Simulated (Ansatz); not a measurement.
Start from MgB$_{2}$ (space group P6/mmm, No. 191; a = 3.0640 Å, c = 3.4977 Å; relaxed with 0.1 eV smearing). Axes: x lies along a and z along c of the hexagonal cell.

Structures relaxed with PBEsol (Ansatz, a program for electronic structure; PAW; 420 eV plane waves; without spin-orbit coupling).

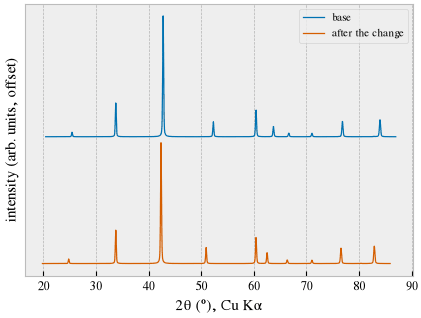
Figure. Simulated powder patterns before (top) and after one change

Q: Name the change that was made.
A) uniaxial strain ε_zz = −3.00 %
B) uniaxial strain ε_zz = +2.50 %
C) uniaxial strain ε_zz = −2.50 %
D) uniaxial strain ε_zz = +1.50 %

A: B, uniaxial strain ε_zz = +2.50 %. Its volume per atom is 9.72 Å³ against 9.48 Å³, and its space group is P6/mmm (No. 191).

Whether these cells are dynamically stable was not tested. The final runs are not spin-polarised.
